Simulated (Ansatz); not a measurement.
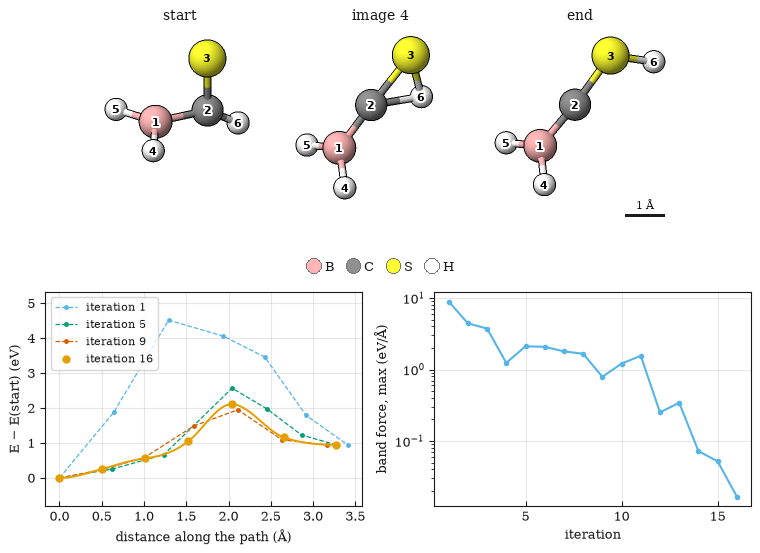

A nudged-elastic-band calculation for CH$_{3}$BS. Images are numbered from 0 (start) to 6 (end). The plot follows the band through its iterations. The picture is a ball-and-stick view, seen from a free direction.

All numbers below come from UKS LDA/def2-SVP in Ansatz 0.2.0. Set-up: 5 movable images; climbing image; force threshold 0.05 eV/Å; iteration limit 60; spring constant 0.5 eV/Å²; starting path through a guess of the saddle point.

> Judge this run.

The run is converged, with reservations. The band converged in 16 iterations. The largest component of the band force went from 8.9 to 0.017 eV/Å. The climbing image converged on the top of the path. Its curvatures weren't checked. The first iteration put the highest image at 4.52 eV. The highest point, image 4, lies 2.11 eV above the start and 1.16 eV above the end; the end is at +0.95 eV relative to the start.
